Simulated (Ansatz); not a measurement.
**CCl2FSi (SMILES F[Si](Cl)[C]Cl) (doublet): density, localisation and related maps**

```xyz
5

C     0.2456    0.4830   -0.4981
Cl    0.5222    1.6192   -1.6912
Cl   -0.8699   -0.9441    2.1397
F    -1.3410   -1.9372   -0.6066
Si   -1.0598   -0.5323    0.1296
```

Geometry: B3LYP/6-31G*; ⟨S²⟩ = 1.08, above the pure value of 0.75.

Method: Ansatz 0.2.0, isolated molecule in a Gaussian basis; Kohn-Sham density functional theory, functional PBE0.

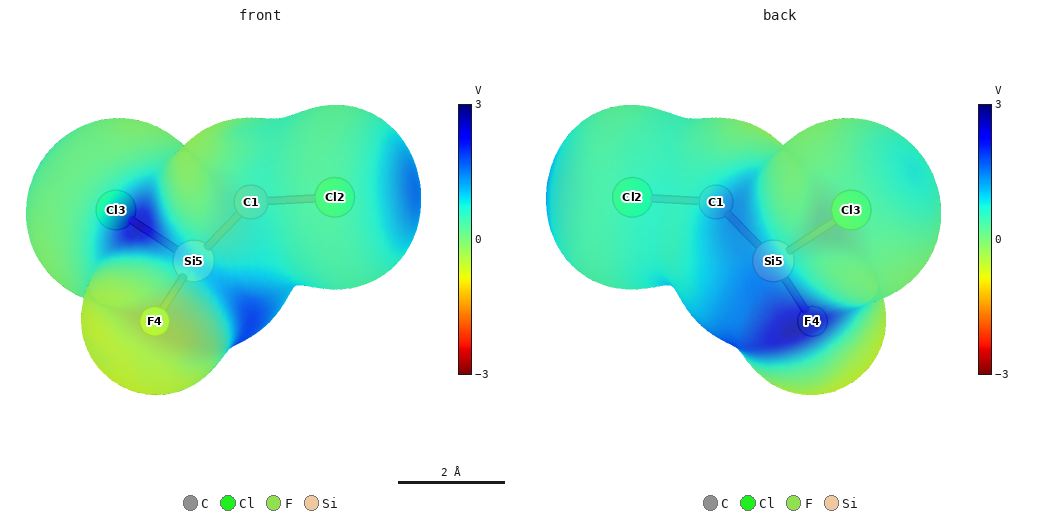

Figure 1. The electrostatic potential painted on the density surface at 0.004 e/bohr³, seen from the front and from behind; red is negative and blue positive.

**Where is the surface potential most negative and most positive?**

The most negative region (about −0.6 V, or −14 kcal/mol for a unit charge) lies over F4, the most positive (about +2.5 V, or +58 kcal/mol for a unit charge) over Si5. Cl2 shows a σ-hole: about +1.7 V, or +39 kcal/mol for a unit charge at the tip opposite its bond, against about +0.3 V, or +7 kcal/mol for a unit charge on its flanks. Cl3 shows a σ-hole: about +0.8 V, or +18 kcal/mol for a unit charge at the tip opposite its bond, against about 0.0 V on its flanks.

**How polar is the molecule by this calculation?**

Its dipole moment is 1.19 D.

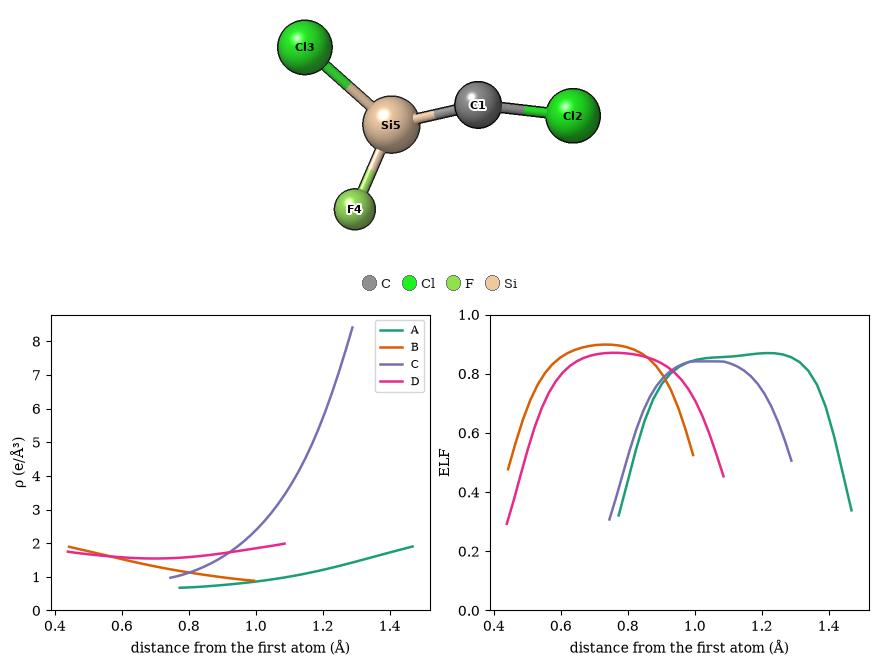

Figure 2. Electron density and ELF along straight lines between neighbouring atoms. The curves leave out the atomic cores. The structure is drawn too.

**Which curve belongs to which contact (C–Cl, C–Si, Si–Cl and Si–F)? The first atom named is at distance zero.**

Curve A: Si–Cl (2.06 Å): the density is about 0.9 e/Å³ at the midpoint; the ELF peaks at about 0.85 between the atoms, as expected for a polar covalent bond. Curve B: C–Si (1.77 Å): the density is about 1 e/Å³ at the midpoint; the ELF peaks at about 0.90 between the atoms: localised, covalent bonding. Curve C: Si–F (1.61 Å): the density is about 1.1 e/Å³ at the midpoint; the ELF peaks at about 0.85 in the valence shell of F, 0.6 Å from its nucleus, and is about 0.55 at the midpoint. Curve D: C–Cl (1.67 Å): ρ is about 1.6 e/Å³ halfway; the ELF peaks at about 0.85 between the atoms (localised, covalent bonding).

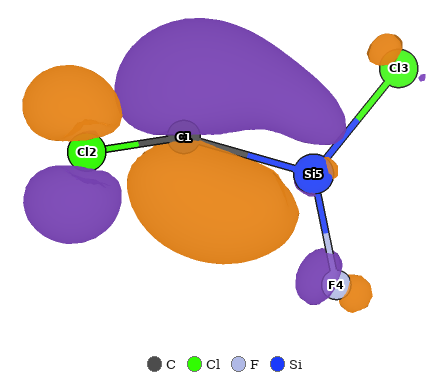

Figure 3. One frontier orbital at ±0.15 Å⁻³ᐟ² (orange and purple are the two phases), seen at an oblique angle.

**Which orbital is it: HOMO (β) or LUMO (β)?**

The LUMO (β), at −3.15 eV. By Hirshfeld shares it lies mainly on C1 (about 50 %), Si5 (about 20 %) and Cl2 (about 20 %).
